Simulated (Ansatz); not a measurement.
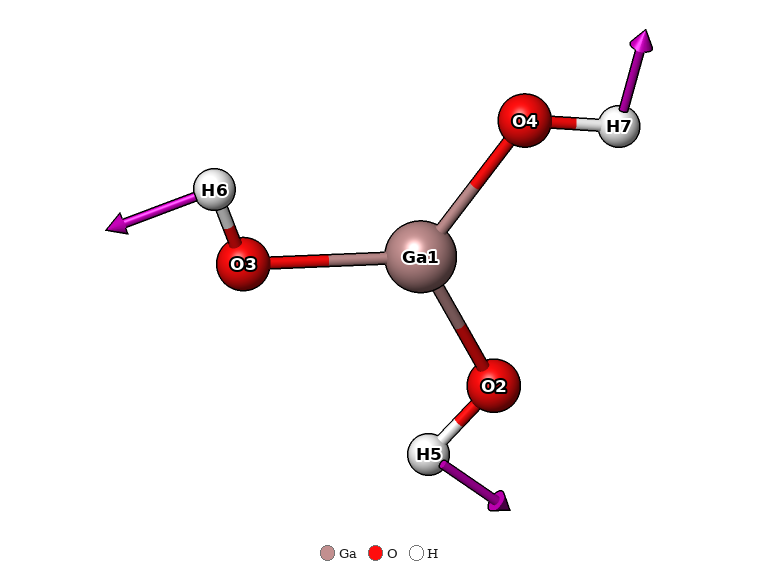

The arrows show one normal mode. Harmonic vibrations computed with RKS PBE0-D4/def2-TZVP (Ansatz 0.2.0) at a stationary point of the same level.

### Describe the motion.

Mostly Ga–O–H bending.

### At what wavenumber does it lie?

838 cm⁻¹; it is mode 10 of 15 counted from the lowest.
